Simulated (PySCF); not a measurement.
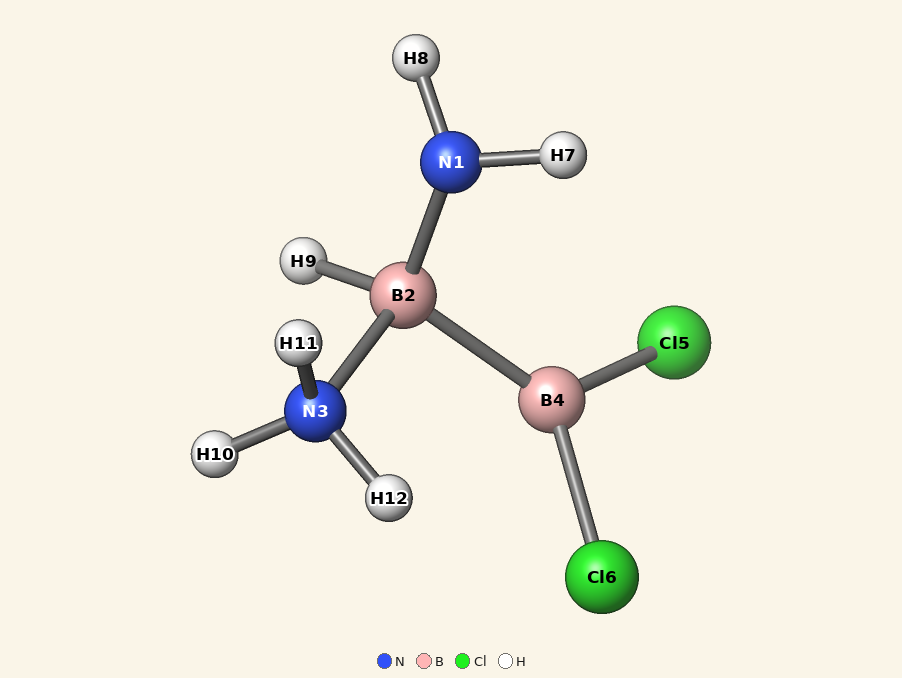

Computed geometry: GFN2-xTB optimisation. No frequency run is at hand to confirm it as a minimum. Level of theory: delta-SCF UKS SCAN, pcX-2 on the ionised atom, pcseg-1 elsewhere, spin-free X2C (PySCF 2.14.0).

Give the core-electron binding energies (to vacuum; p and d levels without spin–orbit splitting) of N1 1s, B2 1s, N3 1s, B4 1s, Cl5 1s, Cl5 2p.

```
atom  level  binding energy (eV)
  N1     1s                403.8
  B2     1s                194.6
  N3     1s                407.1
  B4     1s                196.8
 Cl5     1s               2828.5
 Cl5     2p                206.4
```

The geometry is semi-empirical. Around B such bond lengths and angles can be off by a tenth of an ångström or more and by several degrees, and values that hang on the shape move with them.
